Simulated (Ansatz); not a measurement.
# Changed inputs in constrained RPA: SrNbO3 (Pm-3m)

What does U in SrNbO3 (Pm-3m) depend on besides the window?

Calculated with Ansatz 0.2.0; constrained RPA on LDA, plane waves, PAW.

## 1. The starting structure

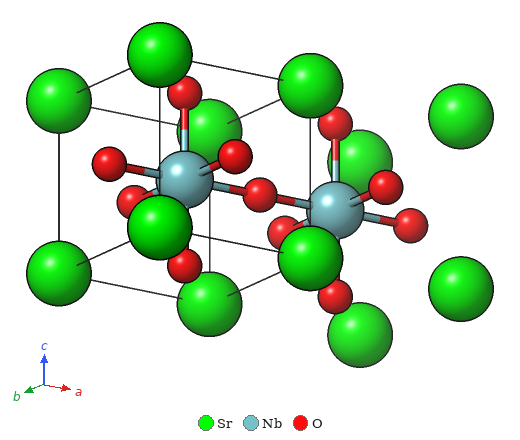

The starting structure, seen from a free direction (strontium green, niobium teal, oxygen red). 2×1×1 cells are drawn. Some periodic images of atoms are drawn too.

 The program's search for lower electronic states was switched off, so nothing shows that the state found is the lowest. The default PAW set here is soft_2. Its files were made with PBE.

## 2. Base: Nb t2g, bands v1 to c2, 6×6×6 mesh, medium accuracy

Constrained RPA screens the interaction with every transition except those inside the target bands, which a later many-body model would treat itself.

Input file input.yaml:

```yaml
crystal:
  lattice:
    - [0.0, -3.997, 0.0]
    - [0.0, 0.0, 3.997]
    - [-3.997, 0.0, 0.0]
  atoms:
    - { symbol: Sr, position: [0.0, 0.0, 0.0] }
    - { symbol: Nb, position: [0.5, 0.5, 0.5] }
    - { symbol: O, position: [0.5, 0.5, 0.0] }
    - { symbol: O, position: [0.5, 0.0, 0.5] }
    - { symbol: O, position: [0.0, 0.5, 0.5] }
kpoints:
  mp_grid: { grid: [6, 6, 6] }
hamiltonian:
  xc: lda
scf:
  occupations: { method: gaussian, width: 0.08 }
  n_extra_bands: 19
  max_iter: 150
  lower_state_search: "off"
output:
  crpa:
    kmesh: [6, 6, 6]
    target_bands: [v1, c2]
    projections: [{ species: Nb, l: d, shell: 4, orbitals: [dxz, dyz, dxy] }]
  local_orbitals:
    kmesh: [6, 6, 6]
    orbitals: [{ species: Nb, l: d, shell: 4, orbitals: [dxz, dyz, dxy] }]
    window: { bands: [v1, c2] }
    seedname: lo
```

Command:

```console
> ansatz run input.yaml --threads 8 --pin off --max-ram 18432MiB --backend cpu --events-out ev --progress --plain --runs-dir out
```

Numbers of over 12 decimals in the logs are rounded to 6 here.

The log of the run:

```text
scf.n_extra_bands = 19 over 21 filled bands (N_el = 41.0): the run solves 40 bands
Engine: ansatz 0.2.0, aarch64-unknown-linux-gnu
Pseudopotentials: kind: paw
Pseudopotential: Sr, paw, valence charge 10, recommended cutoff 420 eV (normal), Sr.paw.azcp
Pseudopotential: Nb, paw, valence charge 13, recommended cutoff 420 eV (normal), Nb.paw.azcp
Pseudopotential: O, paw, valence charge 6, recommended cutoff 420 eV (normal), O.paw.azcp
Functional definition: SPW92
  exchange = slater_x
  correlation = pw_c
Crystal: 5 atoms, lattice volume = 63.856 Å³
Basis set: ecut = 420 eV, 1237 PW (Γ)
Bands: 40, of which v1, the nominal top of the filled ones, is band 21 counted from 1 (20 counted from 0)
Symmetry: 48 space group operations
Space group: Pm-3m (ITA 221), of the structure as read, at distance tolerance 4.0e-5 Å
k-points: 20 of 216
Non-local potential: Sr, projectors of the file, l = 0: 3, l = 1: 2, l = 2: 2
Non-local potential: Nb, projectors of the file, l = 0: 3, l = 1: 2, l = 2: 2, l = 3: 1
Non-local potential: O, projectors of the file, l = 0: 2, l = 1: 2, l = 2: 1
PAW form: soft (Blöchl's): semilocal exchange-correlation on the pseudo side does not see the compensation charge
PAW frozen core: Sr, regenerated for the run's functional, and the local potential with it (the file was generated under x = pbe(κ = 0.804, μ = 0.219515), c = pbe(β = 0.066725))
PAW frozen core: Nb, regenerated for the run's functional, and the local potential with it (the file was generated under x = pbe(κ = 0.804, μ = 0.219515), c = pbe(β = 0.066725))
PAW frozen core: O, regenerated for the run's functional, and the local potential with it (the file was generated under x = pbe(κ = 0.804, μ = 0.219515), c = pbe(β = 0.066725))
PAW one-centre angular grid: Sr, 110 points (default); XC on 64 Gauss nodes
PAW one-centre angular grid: Nb, 590 points (default); XC on 64 Gauss nodes
PAW one-centre angular grid: O, 110 points (default); XC on 64 Gauss nodes
Initial density: superposition of atomic densities (neutral atoms: chi_scale 0, normalization atom), corrected by the library's trained network
Initial wavefunctions: pseudopotential atomic-orbital guess
Functional: x = slater, c = lda
SCF iter   1: F=—  HF=-9560.085316 eV  |F-HF|=—  |Δ(HF+E_count)|=         —  Δρ=1.69e-2  dr2=1.61e-1  ethr=1.77e-3  ⟨swp⟩=7.7  Hψ=4271  notcnv=0  defer=135
preconditioner: auto → Kerker (q_TF=auto, 2.534 Å⁻¹)  [metal: Δε(μ)=0.066 eV  Ē_g=18.873 eV  σ=0.080 eV  W_gap=0.43  n_scr=18 (ndim 8)  ℏωp=25.9 eV  f_vac=0.000  D(μ)=1.71/eV (n_scr^D=6)]
SCF iter   2: F=—  HF=-9560.056056 eV  |F-HF|=—  |Δ(HF+E_count)|=   2.93e-2  Δρ=8.66e-3  dr2=4.90e-2  ethr=3.93e-4  ⟨swp⟩=1.4  Hψ=982  notcnv=0  defer=197
[...]
SCF 1 converged in 7 iterations: F = -9560.043500 eV  dr2 = 8.84e-9
[...]
NSCF: frozen V_eff on 23 k-points
NSCF: frozen V_eff on 20 k-points
[...]
cRPA screening: q 1/216
cRPA screening: q 2/216
cRPA screening: q 8/216 (q-point 3)
cRPA screening: q 14/216 (q-point 4)
cRPA screening: q 17/216 (q-point 8)
cRPA screening: q 29/216 (q-point 9)
cRPA screening: q 53/216 (q-point 10)
cRPA screening: q 65/216 (q-point 15)
cRPA screening: q 77/216 (q-point 16)
cRPA screening: q 89/216 (q-point 22)
[...]
cRPA screening: q 190/216 (q-point 87)
cRPA screening: q 198/216 (q-point 88)
cRPA screening: q 210/216 (q-point 94)
cRPA screening: q 216/216 (q-point 130)
SCF converged after 7 iterations
Free energy (F): -9560.043500 eV
Harris-Foulkes:  -9560.043500 eV  (|F-HF|=9.20e-10)
Internal energy: -9560.037757 eV  (E = F + TS)
E sigma→0 (E₀):  -9560.040629 eV
Entropy (-TS):   -0.005743 eV (-1.149 meV/atom)
Fermi energy:    13.581215 eV
--- Per-component energies (eV) ---
  E_band       = -158.227765
  E_kinetic    = 1168.695080
  E_local      = -2417.011195  (includes V_loc(G=0)·N_el)
  E_nonlocal   = 476.521223
  E_hartree    = 767.592578
  E_xc         = -566.397458
  E_vxc        = -657.909216  (∫ρ·V_xc dr)
  E_paw        = -6002.821065  (= ΣΔE_a)
  E_vpaw       = -263.717023  (= ΣTr[D̂ρ^β])
  E_aug_tail   = 0.007513  (compensation charges beyond the density's cutoff)
  E_ewald      = -2987.635027
  E_core_change = 1.010594  (= ΣΔE_core)
  E_smearing   = -0.005743  (= −TS)
  E_closure    = 0.000000  (closes the sum)
  Σ components = -9560.043500   (vs F -9560.043500, Δ=0.00e0)
--- Band table (eV; the first three rows and the last of 20) ---
  k-point 0: bands = [... 17 lower, 9.5667, 9.5667, 9.5667, 12.3787, 12.3787, 12.3787, 15.2095, 15.2095, ... 15 higher]
  k-point 1: bands = [... 17 lower, 8.7292, 9.4712, 9.4712, 12.4511, 13.1143, 13.1143, 15.6037, 15.6532, ... 15 higher]
  k-point 2: bands = [... 17 lower, 8.2282, 9.3835, 9.3835, 12.6081, 14.4578, 14.4578, 16.4744, 16.5453, ... 15 higher]
  k-point 19: bands = [... 17 lower, 9.9580, 9.9580, 9.9580, 16.4915, 16.4915, 16.4915, 16.6062, 16.6062, ... 15 higher]
--- cRPA (band scheme, projected local orbitals): target bands 21..23 (1-based), 3 Wannier function(s), 6×6×6 mesh, 46 bands' worth read of 51 solved, ecut_chi 136.0 eV, v(q+G=0) probe_charge, pair densities all_electron ---
  bands read: the sum over 46 bands ends inside a degenerate multiplet in 16 slots, whose members it reads at an even weight; the widest, k=0: bands 45 to 47 (counted from 1) at 2/3 each
  χ-basis size per q: N_G = 208..251
  window electrons = 1.0000, filled by tetrahedron_uncorrected; constrained ε̄⁻¹(q = 0, 0) head = 0.219094; min gauge Gram eig = 0.4977
  Kanamori averages over each shell's own Wannier functions (sites counted from 0, functions from 1):
    Site 1, 4D, 3 of 5 d orbitals (Wannier functions 1, 2, 3; wannier90's mr 2, 3, 5):
      screened: U = 2.9321 eV, U' = 2.3944 eV, J = 0.2711 eV
      screened, to within: U = 3.7e-3 eV, U' = 3.7e-3 eV, J = 4.3e-4 eV
      bare: V = 10.6054 eV, V' = 9.8183 eV, J = 0.3750 eV
  Hermiticity witness max|P − P†| over intra, direct and exchange elements: 2.66e-15 eV (screened), 9.18e-20 eV (bare)
  Reality witness max|Im| over intra, direct and exchange elements: 4.11e-19 eV (screened), 9.92e-19 eV (bare)
```

Wall time 61 s (8 threads of Arm Neoverse V2, shared host); peak memory 0.81 GiB; 7.4 min of CPU time.

The column dr2 measures how far the density is from self-consistency, as an energy; F and HF (Harris–Foulkes) agree once it is small.

Numbers from this step:

- U: 2.932 eV
- U prime (inter-orbital): 2.394 eV
- J: 0.2711 eV
- bare V: 10.61 eV
- bare J: 0.3750 eV
- stated bound on U: 0.003672 eV
- U over bare V: 0.2765
- electrons in the window: 1.0000
- head of the constrained inverse dielectric matrix: 0.2191
- least eigenvalue of the projection's overlap: 0.4977
- target functions: 3
- bands in the sums: 46
- r.m.s. miss of the model bands: 0.02096 eV
- width of the target bands: 4.113 eV
- weight of the projected orbitals in the window: 0.7077

On the Nb t2g shell, screening brings the on-site interaction from 10.6 eV down to U = 2.93 eV.

## 3. Changed: 4×4×4 mesh

input.yaml, the sections that differ from step 2:

```yaml
output:
  crpa:
    kmesh: [4, 4, 4]
    target_bands: [v1, c2]
    projections: [{ species: Nb, l: d, shell: 4, orbitals: [dxz, dyz, dxy] }]
# crystal, kpoints, hamiltonian, scf: as in step 2
```

The log of the run:

```text
[...]
Crystal: 5 atoms, lattice volume = 63.856 Å³
Basis set: ecut = 420 eV, 1237 PW (Γ)
Bands: 40, of which v1, the nominal top of the filled ones, is band 21 counted from 1 (20 counted from 0)
Symmetry: 48 space group operations
[...]
k-points: 20 of 216
[...]
SCF iter   1: F=—  HF=-9560.085316 eV  |F-HF|=—  |Δ(HF+E_count)|=         —  Δρ=1.69e-2  dr2=1.61e-1  ethr=1.77e-3  ⟨swp⟩=7.7  Hψ=4271  notcnv=0  defer=135
[...]
SCF iter   7: F=-9560.043500 eV  HF=-9560.043500 eV  |F-HF|=9.20e-10  |Δ(HF+E_count)|=   2.72e-7  Δρ=4.49e-6  dr2=8.84e-9  ethr=2.44e-10  ⟨swp⟩=11.1  Hψ=4136  notcnv=0
SCF 1 converged in 7 iterations: F = -9560.043500 eV  dr2 = 8.84e-9
[...]
NSCF: frozen V_eff on 10 k-points
[...]
cRPA screening: q 1/64
cRPA screening: q 2/64
cRPA screening: q 8/64 (q-point 3)
cRPA screening: q 11/64 (q-point 6)
cRPA screening: q 23/64 (q-point 7)
cRPA screening: q 35/64 (q-point 11)
cRPA screening: q 38/64 (q-point 22)
cRPA screening: q 46/64 (q-point 23)
cRPA screening: q 58/64 (q-point 27)
cRPA screening: q 64/64 (q-point 43)
SCF converged after 7 iterations
Free energy (F): -9560.043500 eV
[...]
Internal energy: -9560.037757 eV  (E = F + TS)
E sigma→0 (E₀):  -9560.040629 eV
Entropy (-TS):   -0.005743 eV (-1.149 meV/atom)
Fermi energy:    13.581215 eV
[...]
--- Band table (eV; the first three rows and the last of 20) ---
  k-point 0: bands = [... 17 lower, 9.5667, 9.5667, 9.5667, 12.3787, 12.3787, 12.3787, 15.2095, 15.2095, ... 15 higher]
  k-point 1: bands = [... 17 lower, 8.7292, 9.4712, 9.4712, 12.4511, 13.1143, 13.1143, 15.6037, 15.6532, ... 15 higher]
  k-point 2: bands = [... 17 lower, 8.2282, 9.3835, 9.3835, 12.6081, 14.4578, 14.4578, 16.4744, 16.5453, ... 15 higher]
  k-point 19: bands = [... 17 lower, 9.9580, 9.9580, 9.9580, 16.4915, 16.4915, 16.4915, 16.6062, 16.6062, ... 15 higher]
[...]
χ-basis size per q: N_G = 208..251
[...]
Site 1, 4D, 3 of 5 d orbitals (Wannier functions 1, 2, 3; wannier90's mr 2, 3, 5):
      screened: U = 2.9466 eV, U' = 2.4023 eV, J = 0.2744 eV
      screened, to within: U = 3.7e-3 eV, U' = 3.7e-3 eV, J = 4.3e-4 eV
      bare: V = 10.7343 eV, V' = 9.9376 eV, J = 0.3795 eV
[...]
```

Wall time 12 s (8 threads); peak memory 0.61 GiB; 81 s of CPU time.

Numbers from this step:

- U: 2.947 eV
- U prime (inter-orbital): 2.402 eV
- J: 0.2744 eV
- bare V: 10.73 eV
- bare J: 0.3795 eV
- stated bound on U: 0.003613 eV
- U over bare V: 0.2745
- electrons in the window: 1.0000
- head of the constrained inverse dielectric matrix: 0.2132
- least eigenvalue of the projection's overlap: 0.4977
- target functions: 3
- bands in the sums: 46
- width of the target bands: 4.113 eV
- weight of the projected orbitals in the window: 0.7077

On the Nb t2g shell, screening brings the on-site interaction from 10.7 eV down to U = 2.95 eV.

## 4. Changed: 8×8×8 mesh

Edit input.yaml of step 3 so:

```diff
@@ -22,3 +22,3 @@
   crpa:
-    kmesh: [4, 4, 4]
+    kmesh: [8, 8, 8]
     target_bands: [v1, c2]
```

The log of the run:

```text
[...]
Crystal: 5 atoms, lattice volume = 63.856 Å³
Basis set: ecut = 420 eV, 1237 PW (Γ)
Bands: 40, of which v1, the nominal top of the filled ones, is band 21 counted from 1 (20 counted from 0)
Symmetry: 48 space group operations
[...]
k-points: 20 of 216
[...]
k-point 19: bands = [... 17 lower, 9.9580, 9.9580, 9.9580, 16.4915, 16.4915, 16.4915, 16.6062, 16.6062, ... 15 higher]
[...]
χ-basis size per q: N_G = 208..251
[...]
Site 1, 4D, 3 of 5 d orbitals (Wannier functions 1, 2, 3; wannier90's mr 2, 3, 5):
      screened: U = 2.9303 eV, U' = 2.3940 eV, J = 0.2704 eV
      screened, to within: U = 3.7e-3 eV, U' = 3.7e-3 eV, J = 4.2e-4 eV
      bare: V = 10.5736 eV, V' = 9.7888 eV, J = 0.3740 eV
[...]
[key lines of the parts left out:]
SCF converged after 7 iterations
Free energy (F): -9560.043500 eV
Fermi energy:    13.581215 eV
```

It took 4.2 min on 8 threads; peak memory 1.2 GiB; 31 min of CPU time.

This step gave:

```yaml
u: 2.930 eV
u_prime_inter_orbital: 2.394 eV
j: 0.2704 eV
bare_v: 10.57 eV
bare_j: 0.3740 eV
stated_bound_on_u: 0.003657 eV
u_over_bare_v: 0.2771
electrons_in_the_window: 1.0000
head_of_the_constrained_inverse_dielectric_matrix: 0.2204
least_eigenvalue_of_the_projection_s_overlap: 0.4931
target_functions: 3
bands_in_the_sums: 46
width_of_the_target_bands: 4.113 eV
weight_of_the_projected_orbitals_in_the_window: 0.7077
```

On the Nb t2g shell, screening brings the on-site interaction from 10.6 eV down to U = 2.93 eV.

## 5. Changed: sums over states

Edit input.yaml of step 4 so:

```diff
@@ -22,4 +22,7 @@
   crpa:
-    kmesh: [8, 8, 8]
+    kmesh: [6, 6, 6]
     target_bands: [v1, c2]
     projections: [{ species: Nb, l: d, shell: 4, orbitals: [dxz, dyz, dxy] }]
+    accuracy: sum_over_states
+    n_empty_bands: 21
+    ecut_chi: 250
```

The log of the run:

```text
[...]
Crystal: 5 atoms, lattice volume = 63.856 Å³
Basis set: ecut = 420 eV, 1237 PW (Γ)
Bands: 40, of which v1, the nominal top of the filled ones, is band 21 counted from 1 (20 counted from 0)
Symmetry: 48 space group operations
[...]
k-points: 20 of 216
[...]
χ-basis size per q: N_G = 552..587
[...]
U and J over all bands: no bound (output.crpa.accuracy: sum_over_states); those below are of the sums over the bands read on the sphere of ecut_chi, with what the atoms add
[...]
Site 1, 4D, 3 of 5 d orbitals (Wannier functions 1, 2, 3; wannier90's mr 2, 3, 5):
      screened: U = 3.1119 eV, U' = 2.4932 eV, J = 0.3123 eV
      bare: V = 10.6054 eV, V' = 9.8183 eV, J = 0.3750 eV
[...]
[key lines of the parts left out:]
SCF converged after 7 iterations
Free energy (F): -9560.043500 eV
Fermi energy:    13.581215 eV
```

The job ended after 12 s (8 threads; peak memory 0.65 GiB).

This variant gives U = 3.11 eV against 2.93 eV. It is a finite sum over empty states with no bound on its error and stays out of the table below.

## 6. Changed: smooth pair densities

Edit input.yaml of step 5 so:

```diff
@@ -25,4 +25,2 @@
     projections: [{ species: Nb, l: d, shell: 4, orbitals: [dxz, dyz, dxy] }]
-    accuracy: sum_over_states
-    n_empty_bands: 21
-    ecut_chi: 250
+    pair_densities: pseudo
```

The log of the run:

```text
[...]
Crystal: 5 atoms, lattice volume = 63.856 Å³
Basis set: ecut = 420 eV, 1237 PW (Γ)
Bands: 40, of which v1, the nominal top of the filled ones, is band 21 counted from 1 (20 counted from 0)
Symmetry: 48 space group operations
[...]
k-points: 20 of 216
[...]
χ-basis size per q: N_G = 208..251
[...]
Site 1, 4D, 3 of 5 d orbitals (Wannier functions 1, 2, 3; wannier90's mr 2, 3, 5):
      screened: U = 2.9377 eV, U' = 2.3945 eV, J = 0.2739 eV
      screened, to within: U = 2.6e-3 eV, U' = 2.6e-3 eV, J = 1.9e-4 eV
      screened, sum over states alone: U = 3.0946 eV, U' = 2.4623 eV, J = 0.3189 eV
      bare: V = 10.6054 eV, V' = 9.8183 eV, J = 0.3750 eV
[...]
[key lines of the parts left out:]
SCF converged after 7 iterations
Free energy (F): -9560.043500 eV
Fermi energy:    13.581215 eV
```

The job ended after 57 s (8 threads; peak memory 0.74 GiB).

This step gave:

* U: 2.938 eV
* U prime (inter-orbital): 2.395 eV
* J: 0.2739 eV
* bare V: 10.61 eV
* bare J: 0.3750 eV
* stated bound on U: 0.002550 eV
* U over bare V: 0.2770
* electrons in the window: 1.0000
* head of the constrained inverse dielectric matrix: 0.2192
* least eigenvalue of the projection's overlap: 0.4977
* target functions: 3
* bands in the sums: 46
* width of the target bands: 4.113 eV
* weight of the projected orbitals in the window: 0.7077

On the Nb t2g shell, screening brings the on-site interaction from 10.6 eV down to U = 2.94 eV.

## 7. Changed: a wide Fermi-Dirac smearing

Edit input.yaml of step 6 so:

```diff
@@ -16,3 +16,3 @@
 scf:
-  occupations: { method: gaussian, width: 0.08 }
+  occupations: { method: fermi_dirac, width: 0.5 }
   n_extra_bands: 19
@@ -25,2 +25 @@
     projections: [{ species: Nb, l: d, shell: 4, orbitals: [dxz, dyz, dxy] }]
-    pair_densities: pseudo
```

The log of the run:

```text
scf.n_extra_bands = 19 over 21 filled bands (N_el = 41.0): the run solves 40 bands
Engine: ansatz 0.2.0, aarch64-unknown-linux-gnu
Pseudopotentials: kind: paw
Pseudopotential: Sr, paw, valence charge 10, recommended cutoff 420 eV (normal), Sr.paw.azcp
Pseudopotential: Nb, paw, valence charge 13, recommended cutoff 420 eV (normal), Nb.paw.azcp
Pseudopotential: O, paw, valence charge 6, recommended cutoff 420 eV (normal), O.paw.azcp
[...]
k-point 2: bands = [... 17 lower, 8.2395, 9.3900, 9.3900, 12.5928, 14.4496, 14.4496, 16.4842, 16.5561, ... 15 higher]
  k-point 19: bands = [... 17 lower, 9.9726, 9.9726, 9.9726, 16.4822, 16.4822, 16.4822, 16.6146, 16.6146, ... 15 higher]
Error: cRPA refused: cRPA: band c3 at k-index 0 must be full below output.crpa.target_bands = [v1, c2] or empty above, but its occupation deviates by 2.64e-2 of a full band (tolerance 1e-3). Include the band in the window or, for the tail of a fermi_dirac temperature, lower scf.occupations.width or leave the width out
[key lines of the parts left out:]
SCF converged after 7 iterations
Free energy (F): -9560.516621 eV
Fermi energy:    13.414255 eV
```

The job ended after 1.3 s (8 threads; peak memory 0.59 GiB).

The self-consistent loop converged; the step after it was not made. The program's words: cRPA refused: cRPA: band c3 at k-index 0 must be full below output.crpa.target_bands = [v1, c2] or empty above, but its occupation deviates by 2.64e-2 of a full band (tolerance 1e-3). Include the band in the window or, for the tail of a fermi_dirac temperature, lower scf.occupations.width or leave the width out

The fault put into this input: a wide Fermi-Dirac smearing.

[end of part 1 of 2]

[Paths, hosts, dates, memory and timing lines, banners, echoed tables and standing remarks are left out of the program output.]

[Logs are printed without paths, hosts, clocks, repeated set-up lines and the standing remarks that a program may print on its own settings, such as how far it seeks lower states.]

[Runs of the session that timed out or met a known fault of the program may be left out.]

[Hosts, paths, dates, database ids (printed as entryN), source tags and the programs' standing remarks are cut or masked in the printed files.]
